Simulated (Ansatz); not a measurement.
# KTaO3, response to strain

Take KTaO$_{3}$ in the cubic perovskite structure (space group Pm-3m, No. 221; a = 3.9520 Å) as the base. Axes: x, y, z lie along the cube axes.

Strains are applied to the cell and any free atomic positions relax; under biaxial strain the out-of-plane vector relaxes too.

Computed with plane-wave PAW DFT at the LDA level (Ansatz, a program for electronic structure, 420 eV), no spin-orbit coupling.

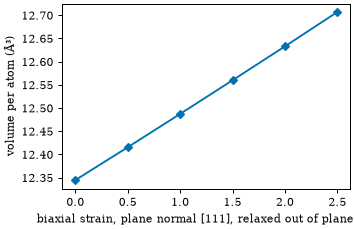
*Volume per atom against biaxial strain, plane normal [111], relaxed out of plane*

Q: From the plot, what is the volume per atom for biaxial strain +2.50 %, plane normal [111], relaxed out of plane?

A: About 12.71 Å³.

Q: Is the trend monotonic over the range shown?

A: Yes, it rises throughout, spanning 12.34 Å³ to 12.71 Å³.

Whether these cells are dynamically stable was not tested.
